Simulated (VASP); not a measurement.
Shape and ions are relaxed at each volume.

Energy against volume of Co (hcp). All values below come from TPSS meta-GGA, VASP's PBE PAW potentials (set 64) (plane waves; VASP 6.6.1).

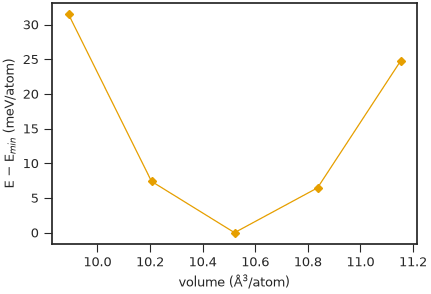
Figure: Energy against volume

Question: Estimate the equilibrium volume and the bulk modulus.

Answer: The minimum lies near 10.5 Å³/atom, and the curvature gives B0 of about 240 GPa.

Measured: bulk modulus 193 GPa at 0 K (computed value off by +22.0 %), as given by Vázquez-Parga, Fernández-Martínez, Viñes, J. Chem. Theory Comput. (2023), doi:10.1021/acs.jctc.3c00612, Supporting … [zero-point energy and finite temperature contributions removed].

The compound is Co in the hcp structure. It was relaxed first, which changed the volume by -5 %.
